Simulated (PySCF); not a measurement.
**C₄H₈AlN: NMR shifts at several levels of theory**

Aim: compute the NMR shifts of C₄H₈AlN (`C1#[N+][AlH2-][CH2]CC1`) at several levels, and see how far they spread and what each costs.

Computed with PySCF 2.14.0, with density-fitted response routines of our own, on a single molecule in the gas phase. Atoms count from 0, in the outputs and in this text.

### Step 1. Starting geometry

14 atoms, charge 0, multiplicity 1; geometry from: GFN2-xTB. The atoms were then displaced at random by about 0.01 Å, so the start is not that level's minimum.

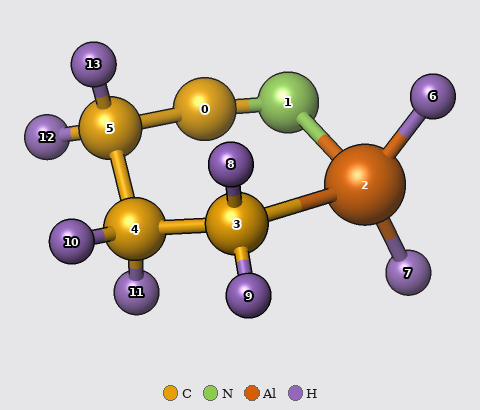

The starting geometry (carbon amber, nitrogen green, aluminium orange, hydrogen purple), atoms numbered.

### Step 2. Geometry optimisation at PBE0-D3(BJ)/def2-SVP

Job settings and geometry (Å):

```
{"job": {"xc": "PBE0", "basis": "def2-SVP", "d3": "d3bj", "grid": 1, "shake": 0.01, "kind": "geom"}, "charge": 0, "multiplicity": 1}
C     -0.312080     0.447530     2.189960
N     -0.885220    -0.289390     2.859010
Al    -1.566320    -1.643470     1.487320
C     -0.730870    -0.732530    -0.182870
C      0.500930     0.107250     0.029840
C      0.295510     1.195690     1.134270
H     -3.054270    -1.430090     1.760420
H     -0.808910    -2.912570     2.002010
H     -1.531860    -0.078400    -0.619720
H     -0.522450    -1.456800    -0.965730
H      0.801770     0.626170    -0.866730
H      1.329410    -0.537870     0.356950
H      1.216140     1.647390     1.441390
H     -0.389180     1.979970     0.791640
```

Launch:

```
$ OMP_NUM_THREADS=1 python probes_run.py task.json out
```

This one command runs all jobs of the session in turn.

The program printed:

```text
step   0  E = -453.79846032  max force = 0.026838
step   1  E = -453.80623200  max force = 0.007247
step   2  E = -453.80674699  max force = 0.001400
step   3  E = -453.80686352  max force = 0.001491
step   4  E = -453.80694338  max force = 0.001193
step   5  E = -453.80699717  max force = 0.000856
step   6  E = -453.80702692  max force = 0.000729
step   7  E = -453.80705105  max force = 0.000802
step   8  E = -453.80706270  max force = 0.000627
step   9  E = -453.80706816  max force = 0.000383
optimisation converged
```

Wall time 60 s (1 thread of Arm Neoverse V2, shared host); peak memory 0.52 GiB.

Along the way:

```
step  energy from step 0 (eV)  largest force component (eV/Å)
   0                   0.0000                          1.3801
   1                  -0.2115                          0.3727
   2                  -0.2255                          0.0720
   3                  -0.2287                          0.0767
   4                  -0.2308                          0.0613
   5                  -0.2323                          0.0440
   6                  -0.2331                          0.0375
   7                  -0.2338                          0.0412
   8                  -0.2341                          0.0322
   9                  -0.2342                          0.0197
```

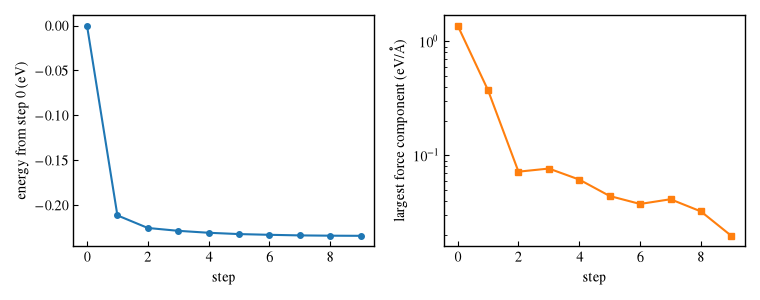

Energy and largest force along the relaxation.

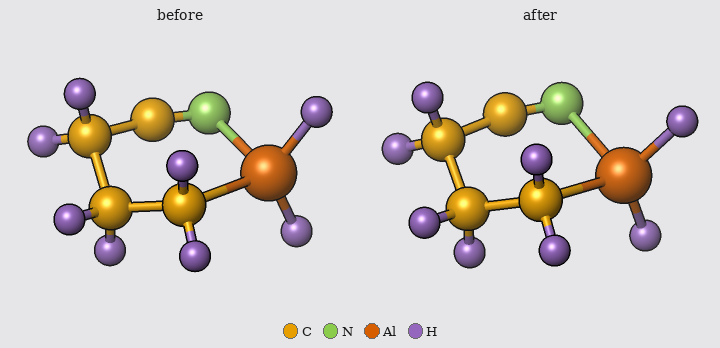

The geometry before (left) and after (right).

Distances of close pairs at the start and the end, largest changes first:

```
  bond  before (Å)  after (Å)  change (Å)
N1–Al2       2.044      2.230      +0.186
Al2–H6       1.528      1.595      +0.068
Al2–C3       2.078      2.019      -0.059
Al2–H7       1.565      1.598      +0.033
C5–H12       1.070      1.100      +0.030
C4–H10       1.079      1.104      +0.025
 C3–C4       1.506      1.528      +0.022
 C0–C5       1.429      1.448      +0.019
```

The end geometry stands in the next job.

```
                         at the end point                value
  point group (found at 0.08 Å tolerance)                   C1
rotational constants (GHz, main isotopes)  4.091, 2.868, 1.838
                        dipole moment (D)                 5.25
```

### Step 3. Nuclear shieldings: HF/pcSseg-1

Job settings and geometry (Å):

```
{"job": {"kind": "nmr", "xc": "HF", "basis": "pcSseg-1", "pop": false}, "charge": 0, "multiplicity": 1}
C     -0.481221     0.689155     2.107030
N     -1.102803     0.005698     2.810970
Al    -1.705580    -1.524600     1.304785
C     -0.971637    -0.539250    -0.297353
C      0.340752     0.214625    -0.088947
C      0.222575     1.308509     1.003269
H     -3.291290    -1.528650     1.479615
H     -0.819187    -2.743285     1.837221
H     -1.737777     0.153377    -0.693982
H     -0.822689    -1.292210    -1.092365
H      0.699826     0.723387    -1.000307
H      1.139889    -0.481734     0.215934
H      1.199924     1.691410     1.333738
H     -0.378675     2.163160     0.652701
```

Method: GIAO HF/pcSseg-1 NMR shielding, non-relativistic, gas phase.

The program printed:

```text
final grid: 110696 points
cycle   1  E = -452.3129335076  dE =  9.290e-01  |g| = 5.862e-01  |ddm| = 3.178e+00
cycle   2  E = -452.3871805177  dE = -7.425e-02  |g| = 4.328e-01  |ddm| = 8.004e-01
cycle   3  E = -452.4268755255  dE = -3.970e-02  |g| = 9.577e-02  |ddm| = 3.232e-01
cycle   4  E = -452.4297485132  dE = -2.873e-03  |g| = 2.600e-02  |ddm| = 1.132e-01
cycle   5  E = -452.4299705894  dE = -2.221e-04  |g| = 5.677e-03  |ddm| = 3.317e-02
cycle   6  E = -452.4299920289  dE = -2.144e-05  |g| = 2.561e-03  |ddm| = 1.084e-02
cycle   7  E = -452.4299968700  dE = -4.841e-06  |g| = 1.059e-03  |ddm| = 4.348e-03
cycle   8  E = -452.4299982337  dE = -1.364e-06  |g| = 4.693e-04  |ddm| = 2.166e-03
cycle   9  E = -452.4299985509  dE = -3.171e-07  |g| = 1.879e-04  |ddm| = 1.106e-03
cycle  10  E = -452.4299985963  dE = -4.541e-08  |g| = 4.892e-05  |ddm| = 5.011e-04
cycle  11  E = -452.4299985983  dE = -2.056e-09  |g| = 1.184e-05  |ddm| = 1.163e-04
cycle  12  E = -452.4299985984  dE = -7.219e-11  |g| = 5.208e-06  |ddm| = 1.743e-05
converged SCF energy = -452.4299985984

GIAO shielding tensors (ppm)
atom      isotropic    diamagn.    paramagn.     s11        s22        s33       span
  0 C       37.082     268.694    -231.612   -101.836    -75.125    288.206    390.042
  1 N      -21.079     337.266    -358.345   -210.689   -141.634    289.086    499.775
  2 Al     428.467     791.991    -363.525    416.663    424.467    444.270     27.607
  3 C      184.676     251.073     -66.397    172.408    184.270    197.350     24.943
  4 C      165.795     245.869     -80.075    149.950    172.973    174.461     24.511
  5 C      171.308     249.459     -78.152    149.913    179.159    184.851     34.937
  6 H       27.491      28.894      -1.403     24.641     25.201     32.631      7.990
  7 H       27.504      29.529      -2.026     24.726     25.421     32.364      7.637
  8 H       31.773      32.240      -0.467     27.309     29.245     38.764     11.456
  9 H       31.635      31.757      -0.122     26.712     28.795     39.398     12.685
 10 H       29.577      31.483      -1.906     23.957     27.550     37.224     13.267
 11 H       29.900      32.239      -2.339     25.445     27.860     36.395     10.950
 12 H       29.466      28.598       0.867     24.458     26.483     37.458     13.000
 13 H       29.544      29.359       0.185     25.229     26.891     36.514     11.285
```

Run time: 6.2 s. Hardware: 1 thread of Arm Neoverse V2, shared host; peak memory 0.81 GiB.

Shifts follow as δ = σ(reference) − σ, with reference shieldings (ppm) from runs at the same level and on the same kind of geometry: 1H TMS 31.69, 13C TMS 190.8, 15N NH3 265.7, 27Al AlH4- 516.2. The references are single molecules in the gas phase, so shifts against H2O, NH3, PH3, H3PO4 or CFCl3 are not on the usual liquid scales and can be off by tens of ppm. Shifts against hydride references such as AlH4− lie on their own scale. Atoms listed in one row are averaged.

```
   atoms                                                    environment  σ (ppm)  δ (ppm)
      C0                                          nitrilium-type carbon     37.1    153.8
      C4                                              sp3 CH2 in a ring    165.8     25.1
      C5                                         sp3 CH2 α to a nitrile    171.3     19.5
      C3                                           sp3 CH2 bonded to Al    184.7      6.2
  H6, H7  hydrogen on an aluminium bonded to C, N, in a 6-membered ring    27.50     4.19
H12, H13                          hydrogen on an sp3 CH2 α to a nitrile    29.51     2.18
H10, H11                               hydrogen on an sp3 CH2 in a ring    29.74     1.95
  H8, H9                            hydrogen on an sp3 CH2 bonded to Al    31.70    -0.02
      N1                               donor nitrogen of a Lewis adduct    -21.1    286.8
     Al2            aluminium bonded to C, N, 2 H, in a 6-membered ring    428.5     87.8
```

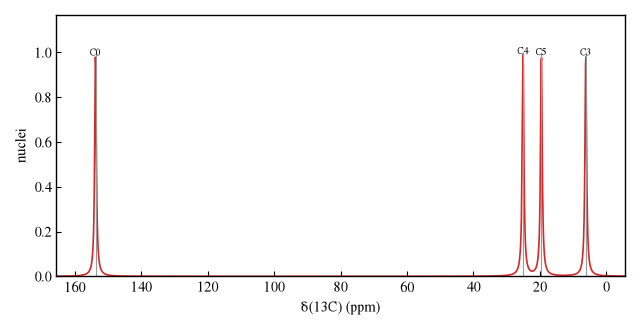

13C lines at the computed shifts, without couplings. Lines are broadened to a width of 0.59 ppm (Lorentzian).

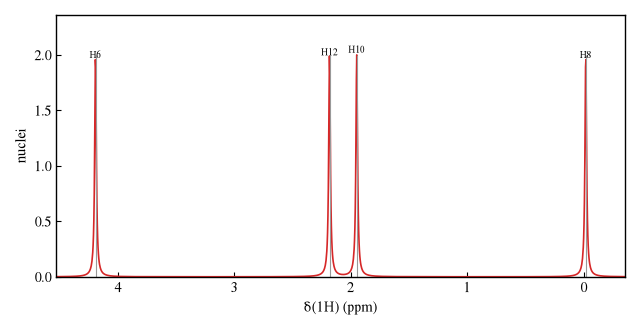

1H lines at the computed shifts, without couplings. Lines are broadened to a width of 0.02 ppm (Lorentzian).

Ring of atoms C0, N1, Al2, C3, C4, C5: NICS(0) -4.2, NICS(1) -2.4, NICS(1)zz -0.5 ppm (means of both faces). The ring holds saturated atoms, so no π current runs round it: these values come from its σ bonds, any local π bonds and neighbouring rings, and say nothing of aromaticity.

### Step 4. NMR shieldings: LDA/pcSseg-1

The job, as its differences from that of step 3:

```diff
@@ -1,2 +1,2 @@
-{"job": {"kind": "nmr", "xc": "HF", "basis": "pcSseg-1", "pop": false}, "charge": 0, "multiplicity": 1}
+{"job": {"kind": "nmr", "xc": "LDA", "basis": "pcSseg-1", "pop": false}, "charge": 0, "multiplicity": 1}
 C     -0.481221     0.689155     2.107030
```

Method: GIAO LDA/pcSseg-1 NMR shielding, non-relativistic, gas phase.

The program printed:

```text
coarse grid: 11992 points
cycle   1  E = -451.2384858762  dE =  3.595e-01  |g| = 6.245e-01  |ddm| = 3.388e+00
cycle   2  E = -450.9098482056  dE =  3.286e-01  |g| = 1.316e+00  |ddm| = 1.787e+00
cycle   3  E = -451.3108663570  dE = -4.010e-01  |g| = 3.860e-01  |ddm| = 1.278e+00
cycle   4  E = -451.3411011248  dE = -3.023e-02  |g| = 1.086e-01  |ddm| = 2.915e-01
cycle   5  E = -451.3440176551  dE = -2.917e-03  |g| = 1.875e-02  |ddm| = 1.209e-01
cycle   6  E = -451.3440950923  dE = -7.744e-05  |g| = 8.107e-03  |ddm| = 2.260e-02
cycle   7  E = -451.3441118168  dE = -1.672e-05  |g| = 9.539e-04  |ddm| = 8.252e-03
cycle   8  E = -451.3441120384  dE = -2.216e-07  |g| = 2.800e-04  |ddm| = 1.332e-03
final grid: 110696 points
cycle   9  E = -451.4014320579  dE = -3.359e-05  |g| = 3.186e-03  |ddm| = 1.974e-02
cycle  10  E = -451.4014270518  dE =  5.006e-06  |g| = 5.481e-03  |ddm| = 7.777e-03
cycle  11  E = -451.4014346844  dE = -7.633e-06  |g| = 8.354e-04  |ddm| = 4.952e-03
cycle  12  E = -451.4014347493  dE = -6.484e-08  |g| = 6.176e-04  |ddm| = 7.827e-04
cycle  13  E = -451.4014348331  dE = -8.384e-08  |g| = 1.030e-04  |ddm| = 4.511e-04
cycle  14  E = -451.4014348354  dE = -2.305e-09  |g| = 3.149e-05  |ddm| = 1.070e-04
cycle  15  E = -451.4014348356  dE = -2.399e-10  |g| = 5.728e-06  |ddm| = 3.440e-05
converged SCF energy = -451.4014348356

GIAO shielding tensors (ppm)
atom      isotropic    diamagn.    paramagn.     s11        s22        s33       span
  0 C       32.507     267.981    -235.473   -107.359    -72.529    277.410    384.769
  1 N      -20.807     338.039    -358.846   -193.234   -152.200    283.013    476.247
  2 Al     321.963     796.821    -474.858    273.795    328.915    363.178     89.383
  3 C      168.648     250.164     -81.516    154.453    166.439    185.053     30.600
  4 C      146.227     249.477    -103.250    119.718    159.049    159.914     40.197
  5 C      157.123     254.148     -97.025    130.136    169.774    171.459     41.322
  6 H       25.587      27.935      -2.347     22.746     23.671     30.345      7.599
  7 H       25.596      28.544      -2.948     22.771     23.933     30.085      7.314
  8 H       30.299      31.149      -0.850     26.274     28.344     36.279     10.005
  9 H       30.542      30.501       0.042     26.101     28.164     37.362     11.261
 10 H       28.239      30.926      -2.687     22.563     26.845     35.308     12.744
 11 H       28.388      31.728      -3.340     24.224     27.106     33.835      9.611
 12 H       28.411      27.911       0.499     23.766     25.869     35.597     11.831
 13 H       28.496      28.978      -0.482     24.363     26.279     34.846     10.483
```

Run time: 15 s. Hardware: 1 thread of Arm Neoverse V2, shared host; peak memory 0.7 GiB.

This run: δ C0 148.2, C4 34.5, C5 23.6, C3 12.1, H6 5.24, H10 2.51 ppm (means over like atoms).

### Step 5. Shielding tensors: PBE/pcSseg-1

The job, as its differences from that of step 4:

```diff
@@ -1,2 +1,2 @@
-{"job": {"kind": "nmr", "xc": "LDA", "basis": "pcSseg-1", "pop": false}, "charge": 0, "multiplicity": 1}
+{"job": {"kind": "nmr", "xc": "PBE", "basis": "pcSseg-1", "pop": false}, "charge": 0, "multiplicity": 1}
 C     -0.481221     0.689155     2.107030
```

Method: GIAO PBE/pcSseg-1 NMR shielding, non-relativistic, gas phase.

The program printed:

```text
coarse grid: 11992 points
cycle   1  E = -453.8010486353  dE =  3.665e-01  |g| = 6.098e-01  |ddm| = 3.379e+00
cycle   2  E = -453.4874100039  dE =  3.136e-01  |g| = 1.294e+00  |ddm| = 1.714e+00
cycle   3  E = -453.8681756076  dE = -3.808e-01  |g| = 3.886e-01  |ddm| = 1.206e+00
cycle   4  E = -453.9000935137  dE = -3.192e-02  |g| = 9.796e-02  |ddm| = 2.964e-01
cycle   5  E = -453.9025109120  dE = -2.417e-03  |g| = 1.718e-02  |ddm| = 1.132e-01
cycle   6  E = -453.9025771563  dE = -6.624e-05  |g| = 7.119e-03  |ddm| = 2.091e-02
cycle   7  E = -453.9025901313  dE = -1.298e-05  |g| = 9.753e-04  |ddm| = 7.185e-03
cycle   8  E = -453.9025903525  dE = -2.211e-07  |g| = 2.493e-04  |ddm| = 1.271e-03
final grid: 110696 points
cycle   9  E = -453.9503211586  dE = -2.006e-05  |g| = 1.133e-02  |ddm| = 3.053e-02
cycle  10  E = -453.9502642557  dE =  5.690e-05  |g| = 1.852e-02  |ddm| = 2.715e-02
cycle  11  E = -453.9503545372  dE = -9.028e-05  |g| = 1.694e-03  |ddm| = 1.762e-02
cycle  12  E = -453.9503551741  dE = -6.369e-07  |g| = 7.038e-04  |ddm| = 1.784e-03
cycle  13  E = -453.9503552699  dE = -9.575e-08  |g| = 2.739e-04  |ddm| = 5.908e-04
cycle  14  E = -453.9503552866  dE = -1.676e-08  |g| = 3.049e-05  |ddm| = 2.135e-04
cycle  15  E = -453.9503552868  dE = -2.070e-10  |g| = 1.123e-05  |ddm| = 3.771e-05
converged SCF energy = -453.9503552868

GIAO shielding tensors (ppm)
atom      isotropic    diamagn.    paramagn.     s11        s22        s33       span
  0 C       37.546     267.908    -230.362    -98.523    -65.843    277.004    375.528
  1 N      -12.896     337.855    -350.751   -181.602   -142.138    285.052    466.653
  2 Al     351.800     796.410    -444.610    311.876    362.227    381.297     69.421
  3 C      168.537     249.841     -81.304    155.176    166.382    184.052     28.876
  4 C      145.134     248.647    -103.514    120.283    157.305    157.813     37.530
  5 C      155.975     253.021     -97.046    130.166    167.863    169.895     39.729
  6 H       26.285      28.514      -2.229     23.455     24.336     31.065      7.611
  7 H       26.298      29.187      -2.889     23.504     24.587     30.803      7.299
  8 H       30.789      31.621      -0.832     26.900     28.837     36.628      9.729
  9 H       30.947      31.011      -0.063     26.675     28.659     37.507     10.832
 10 H       28.638      31.351      -2.712     23.185     27.285     35.446     12.260
 11 H       28.857      32.201      -3.344     24.849     27.557     34.166      9.317
 12 H       28.808      28.232       0.577     24.308     26.380     35.737     11.429
 13 H       28.899      29.298      -0.400     24.893     26.761     35.043     10.150
```

Wall time 19 s (1 thread of Arm Neoverse V2, shared host); peak memory 0.81 GiB.

Key values: δ C0 142.5, C4 34.9, C5 24.1, C3 11.5, H6 4.91, H10 2.45 ppm (means over like atoms).

### Step 6. NMR shieldings: BLYP/pcSseg-1

The job, as its differences from that of step 5:

```diff
@@ -1,2 +1,2 @@
-{"job": {"kind": "nmr", "xc": "PBE", "basis": "pcSseg-1", "pop": false}, "charge": 0, "multiplicity": 1}
+{"job": {"kind": "nmr", "xc": "BLYP", "basis": "pcSseg-1", "pop": false}, "charge": 0, "multiplicity": 1}
 C     -0.481221     0.689155     2.107030
```

Method: GIAO BLYP/pcSseg-1 NMR shielding, non-relativistic, gas phase.

The program printed:

```text
coarse grid: 11992 points
cycle   1  E = -454.1058430129  dE =  3.690e-01  |g| = 6.577e-01  |ddm| = 3.403e+00
cycle   2  E = -453.7299813514  dE =  3.759e-01  |g| = 1.406e+00  |ddm| = 1.846e+00
cycle   3  E = -454.1816368881  dE = -4.517e-01  |g| = 4.197e-01  |ddm| = 1.321e+00
cycle   4  E = -454.2188847809  dE = -3.725e-02  |g| = 1.076e-01  |ddm| = 3.194e-01
cycle   5  E = -454.2217935052  dE = -2.909e-03  |g| = 2.160e-02  |ddm| = 1.281e-01
cycle   6  E = -454.2218991566  dE = -1.057e-04  |g| = 8.213e-03  |ddm| = 2.522e-02
cycle   7  E = -454.2219165480  dE = -1.739e-05  |g| = 1.261e-03  |ddm| = 8.381e-03
cycle   8  E = -454.2219169047  dE = -3.567e-07  |g| = 2.821e-04  |ddm| = 1.502e-03
final grid: 110696 points
cycle   9  E = -454.2757863306  dE = -2.710e-05  |g| = 7.822e-03  |ddm| = 2.293e-02
cycle  10  E = -454.2757575530  dE =  2.878e-05  |g| = 1.303e-02  |ddm| = 1.855e-02
cycle  11  E = -454.2758021399  dE = -4.459e-05  |g| = 1.097e-03  |ddm| = 1.231e-02
cycle  12  E = -454.2758024365  dE = -2.965e-07  |g| = 3.093e-04  |ddm| = 1.199e-03
cycle  13  E = -454.2758024495  dE = -1.306e-08  |g| = 2.310e-04  |ddm| = 3.832e-04
cycle  14  E = -454.2758024604  dE = -1.092e-08  |g| = 4.199e-05  |ddm| = 1.497e-04
cycle  15  E = -454.2758024608  dE = -3.912e-10  |g| = 1.202e-05  |ddm| = 4.266e-05
converged SCF energy = -454.2758024608

GIAO shielding tensors (ppm)
atom      isotropic    diamagn.    paramagn.     s11        s22        s33       span
  0 C       33.733     267.363    -233.631   -103.541    -71.436    276.175    379.715
  1 N      -16.735     339.290    -356.025   -187.192   -147.211    284.198    471.390
  2 Al     351.799     796.250    -444.451    314.658    363.834    376.904     62.246
  3 C      162.818     248.670     -85.852    149.637    160.695    178.123     28.486
  4 C      139.463     247.924    -108.461    115.070    151.165    152.155     37.085
  5 C      151.015     252.642    -101.627    125.341    162.100    165.605     40.264
  6 H       26.614      28.903      -2.290     23.802     24.634     31.404      7.602
  7 H       26.639      29.621      -2.982     23.857     24.905     31.155      7.298
  8 H       31.027      31.811      -0.784     27.308     29.194     36.580      9.272
  9 H       31.121      31.169      -0.047     27.043     29.025     37.296     10.253
 10 H       28.807      31.507      -2.700     23.559     27.577     35.286     11.728
 11 H       29.086      32.437      -3.351     25.191     27.870     34.198      9.007
 12 H       28.987      28.223       0.764     24.629     26.692     35.641     11.013
 13 H       29.083      29.406      -0.323     25.176     27.063     35.011      9.835
```

Run time: 19 s. Hardware: 1 thread of Arm Neoverse V2, shared host; peak memory 0.74 GiB.

Key values: δ C0 141.6, C4 35.9, C5 24.3, C3 12.5, H6 4.73, H10 2.41 ppm (means over like atoms).

### Step 7. NMR shieldings: BP86/pcSseg-1

The job, as its differences from that of step 6:

```diff
@@ -1,2 +1,2 @@
-{"job": {"kind": "nmr", "xc": "BLYP", "basis": "pcSseg-1", "pop": false}, "charge": 0, "multiplicity": 1}
+{"job": {"kind": "nmr", "xc": "BP86", "basis": "pcSseg-1", "pop": false}, "charge": 0, "multiplicity": 1}
 C     -0.481221     0.689155     2.107030
```

With the program's defaults for keys left out, this is: GIAO BP86/pcSseg-1 NMR shielding, non-relativistic, gas phase.

The program printed:

```text
coarse grid: 11992 points
cycle   1  E = -454.2419269942  dE =  3.669e-01  |g| = 6.068e-01  |ddm| = 3.384e+00
cycle   2  E = -453.9276033626  dE =  3.143e-01  |g| = 1.296e+00  |ddm| = 1.669e+00
cycle   3  E = -454.3079348627  dE = -3.803e-01  |g| = 3.870e-01  |ddm| = 1.175e+00
cycle   4  E = -454.3399139280  dE = -3.198e-02  |g| = 9.495e-02  |ddm| = 2.942e-01
cycle   5  E = -454.3421964444  dE = -2.283e-03  |g| = 1.719e-02  |ddm| = 1.099e-01
cycle   6  E = -454.3422639029  dE = -6.746e-05  |g| = 6.798e-03  |ddm| = 2.060e-02
cycle   7  E = -454.3422757738  dE = -1.187e-05  |g| = 1.000e-03  |ddm| = 6.818e-03
cycle   8  E = -454.3422760051  dE = -2.313e-07  |g| = 2.317e-04  |ddm| = 1.280e-03
final grid: 110696 points
cycle   9  E = -454.3891435043  dE = -3.330e-05  |g| = 4.429e-03  |ddm| = 2.456e-02
cycle  10  E = -454.3891346252  dE =  8.879e-06  |g| = 7.327e-03  |ddm| = 1.004e-02
cycle  11  E = -454.3891473497  dE = -1.272e-05  |g| = 1.920e-03  |ddm| = 6.487e-03
cycle  12  E = -454.3891480006  dE = -6.509e-07  |g| = 8.860e-04  |ddm| = 1.521e-03
cycle  13  E = -454.3891481404  dE = -1.398e-07  |g| = 1.050e-04  |ddm| = 6.555e-04
cycle  14  E = -454.3891481430  dE = -2.626e-09  |g| = 3.232e-05  |ddm| = 1.239e-04
cycle  15  E = -454.3891481433  dE = -2.487e-10  |g| = 5.876e-06  |ddm| = 3.465e-05
converged SCF energy = -454.3891481433

GIAO shielding tensors (ppm)
atom      isotropic    diamagn.    paramagn.     s11        s22        s33       span
  0 C       37.425     267.816    -230.391    -98.602    -65.952    276.830    375.432
  1 N      -12.373     337.917    -350.290   -180.764   -141.324    284.970    465.734
  2 Al     352.841     796.311    -443.470    313.934    363.861    380.729     66.795
  3 C      168.489     250.204     -81.715    155.213    166.420    183.834     28.620
  4 C      144.800     249.030    -104.231    119.940    156.890    157.569     37.629
  5 C      155.508     253.354     -97.846    129.511    167.657    169.355     39.844
  6 H       26.384      28.592      -2.208     23.557     24.415     31.180      7.623
  7 H       26.395      29.275      -2.879     23.617     24.657     30.912      7.294
  8 H       30.872      31.721      -0.848     26.995     28.917     36.706      9.711
  9 H       31.015      31.095      -0.079     26.751     28.706     37.588     10.837
 10 H       28.720      31.432      -2.712     23.293     27.361     35.506     12.212
 11 H       28.934      32.301      -3.367     24.948     27.626     34.227      9.280
 12 H       28.870      28.268       0.602     24.361     26.457     35.792     11.431
 13 H       28.959      29.353      -0.394     24.971     26.830     35.076     10.105
```

Wall time 19 s (1 thread of Arm Neoverse V2, shared host); peak memory 0.81 GiB.

In short: δ C0 142.3, C4 34.9, C5 24.2, C3 11.3, H6 4.88, H10 2.44 ppm (means over like atoms).

(Part 1 of 2 ends here.)
